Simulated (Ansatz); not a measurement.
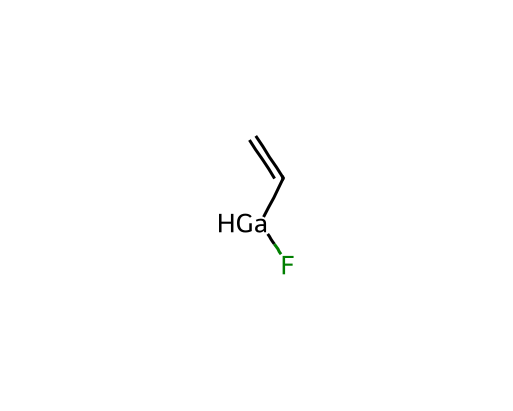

A structural formula.

**Transcribe the drawing into SMILES.**

C=[CH][GaH][F]

**What is the molecular formula?**

C2H4FGa.

**An optimisation with PBE0-D4/def2-TZVP gave a structure of which point group?**

Cs. Other conformers may differ.

More results for the same structure follow; atom numbers are the same in all pictures, views and colours differ. Computed geometry: PBE0-D4/def2-TZVP optimisation.

### Shape

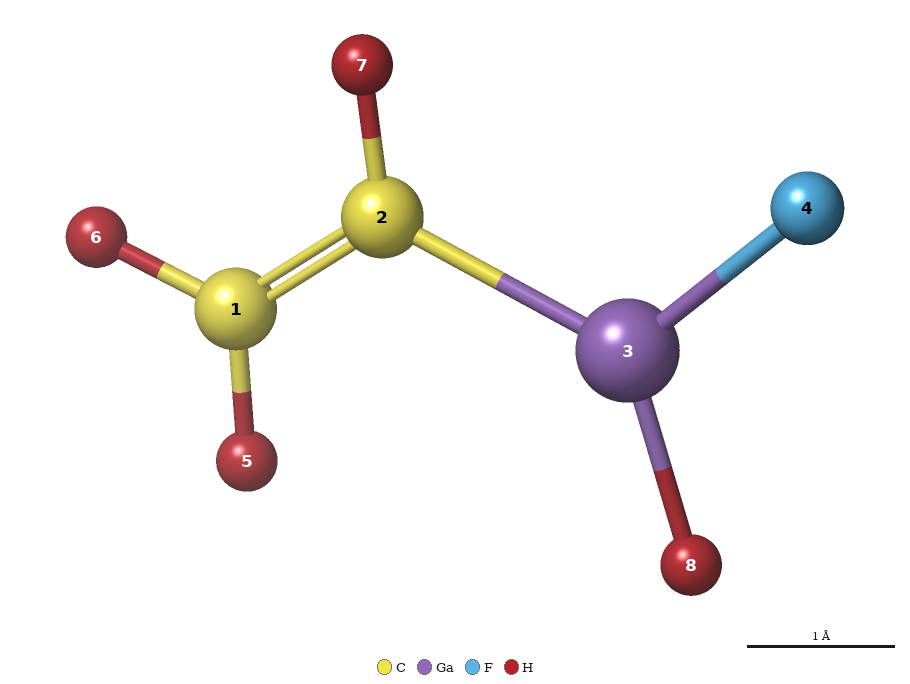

Atoms carry their numbers in the input.

Give the bond lengths.

```csv
bond,length (Å)
C1–C2,1.332
C1–H5,1.088
C1–H6,1.088
C2–Ga3,1.936
C2–H7,1.087
Ga3–F4,1.763
Ga3–H8,1.557
```

### Dipole moment

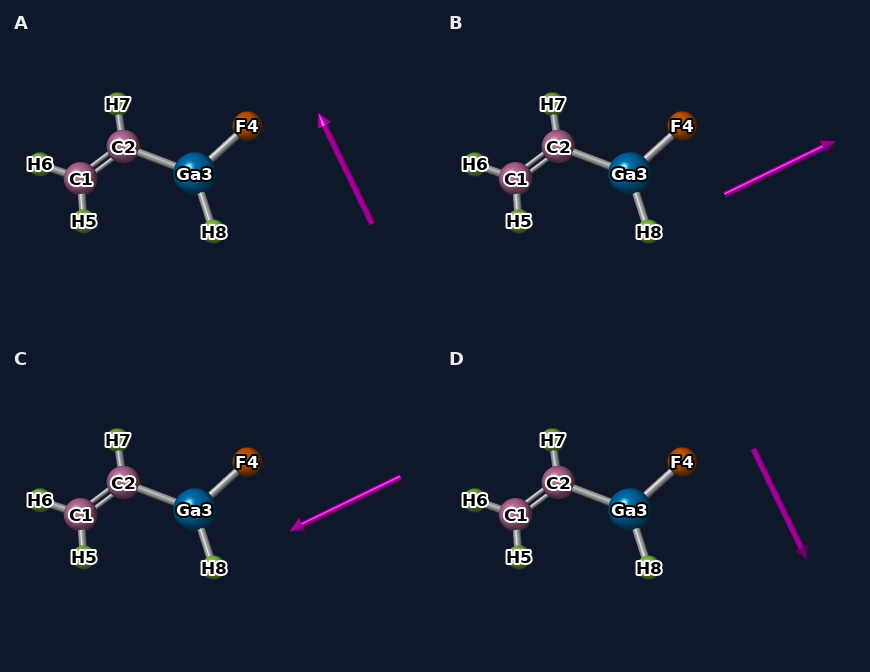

The same molecule four times, each with an arrow. Level of theory: RKS r2SCAN-D4/def2-TZVPP (Ansatz 0.2.0).

**Which arrow points along the dipole moment, from the negative to the positive end?**

C. The dipole moment is 2.83 D; it points from the side of F4 to the side of H6 (the outermost atoms at the two ends).

### Thermal motion

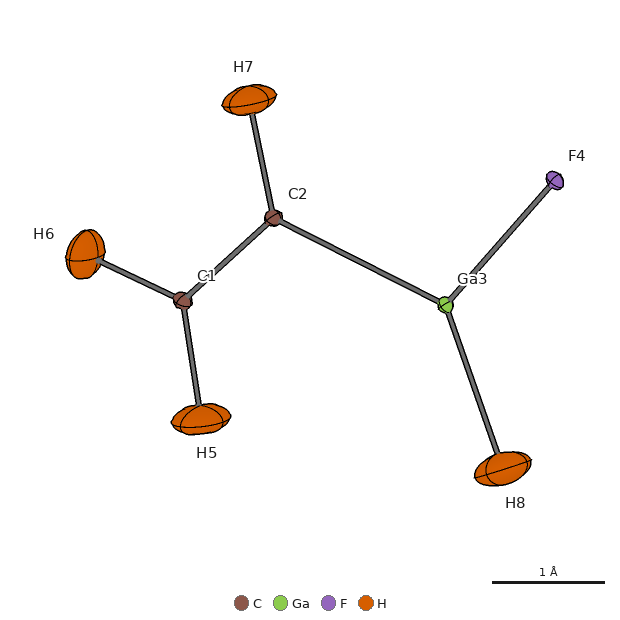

Displacement ellipsoids at the 50 % level, from the internal vibrations of the free molecule (harmonic, no overall translation or rotation; no half-axis is drawn under 0.075 Å). Vibrations computed with RKS PBE0-D4/def2-TZVP (Ansatz 0.2.0). Temperature: 0 K (zero-point motion alone).

**Which atom moves most?**

H5, with U_eq = 0.0252 Å².

**Does H5 move more along its bond or across it?**

Across it: the root-mean-square amplitude is 0.084 Å along the bond and up to 0.214 Å across, since bending and torsion are softer than stretching.

Give the displacement parameters, one line for each set of equivalent atoms.

```json
{"atom": "C1", "U_eq (Å²)": "0.0030", "rms amplitudes (Å)": "0.039, 0.057, 0.065"}
{"atom": "C2", "U_eq (Å²)": "0.0028", "rms amplitudes (Å)": "0.041, 0.044, 0.069"}
{"atom": "Ga3", "U_eq (Å²)": "0.00032", "rms amplitudes (Å)": "0.013, 0.015, 0.023"}
{"atom": "F4", "U_eq (Å²)": "0.0023", "rms amplitudes (Å)": "0.033, 0.048, 0.060"}
{"atom": "H5", "U_eq (Å²)": "0.0252", "rms amplitudes (Å)": "0.081, 0.152, 0.214"}
{"atom": "H6", "U_eq (Å²)": "0.0184", "rms amplitudes (Å)": "0.087, 0.144, 0.164"}
{"atom": "H7", "U_eq (Å²)": "0.0222", "rms amplitudes (Å)": "0.081, 0.134, 0.205"}
{"atom": "H8", "U_eq (Å²)": "0.0234", "rms amplitudes (Å)": "0.093, 0.174, 0.177"}
```

### Charges

The questions are on Mulliken charges. Method: RKS B3LYP-D4/def2-TZVPP (Ansatz 0.2.0).

**Which atom carries the highest charge (most positive or least negative)?**

Ga3 (0.50 e).

**And the lowest?**

F4 (−0.40 e).

Give the Mulliken charges atom by atom.

```csv
atom,value (e)
C1,−0.18
C2,−0.22
Ga3,0.50
F4,−0.40
H5,0.10
H6,0.11
H7,0.12
H8,−0.03
```

Mulliken values depend strongly on the basis set and can even reverse the polarity of a bond.
